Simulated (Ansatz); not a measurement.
Convergence study of the k-point mesh at a smearing width of 0.02 eV for Cu (Fm-3m, 1 atom in the cell)

```
CELL_PARAMETERS angstrom
      0.00000     1.81042     1.81042
      1.81042     0.00000     1.81042
      1.81042     1.81042     0.00000
ATOMIC_POSITIONS crystal
  Cu 0.00000 0.00000 0.00000
```

Computed with PBE (plane waves, PAW; Ansatz, a program for electronic structure).

Base settings: basis.ecutwfc = 30.9 Ry; kpoints.mp_grid.grid = 16 16 16; hamiltonian.xc = pbe; hamiltonian.pseudopotentials = {kind: paw} (the program's default PAW files); scf.occupations.method = gaussian; scf.occupations.width = 0.0073 Ry.

In this ladder: scf.occupations.width = 0.0015 Ry.

Only quantities that move along the ladder and can be compared are tabulated.

The count of work is k-points × plane waves × bands × iterations; it is no time. 

The starting cell has typed, rounded lattice constants, without a prior relaxation at this level. Its lattice was rescaled by up to half a per cent. Spin polarisation is off. Ansatz's pressure includes its estimate of the finite-basis (Pulay) stress.

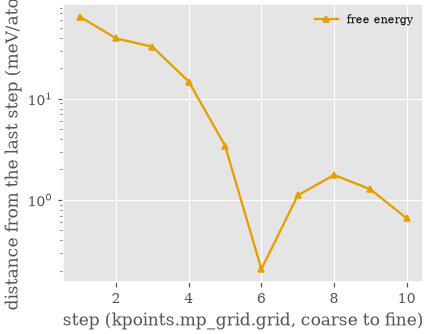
Figure: Distance from the last step along the ladder; very small values are drawn at a floor.

| kpoints.mp_grid.grid | free energy less the last step's (meV/atom) | pressure (GPa) | count of work / last |
|---|---|---|---|
| 6 6 6 | 65.14 | 2.20 | 0.012 |
| 7 7 7 | -39.65 | 0.88 | 0.015 |
| 8 8 8 | 32.80 | 1.89 | 0.022 |
| 10 10 10 | 14.82 | 1.38 | 0.035 |
| 12 12 12 | 3.44 | 0.92 | 0.054 |
| 14 14 14 | -0.21 | 1.12 | 0.078 |
| 17 17 17 | 1.11 | 0.85 | 0.12 |
| 21 21 21 | 1.76 | 0.93 | 0.22 |
| 25 25 25 | 1.27 | 1.03 | 0.34 |
| 30 30 30 | -0.66 | 1.03 | 0.57 |
| 37 37 37 | 0.00 | 1.04 | 1.0 |

Coarsest kpoints.mp_grid.grid that holds the pressure within 0.05 GPa of the last step, with all finer ones: 25 25 25, at 0.34 of the last step's count of work; the step before is off by 0.11 GPa.

Coarsest kpoints.mp_grid.grid that holds the free energy within 5 meV/atom of the last step, with all finer ones: 12 12 12, at 0.054 of the last step's count of work; the step before is off by 15 meV/atom.

Keys are those of Ansatz 0.2.
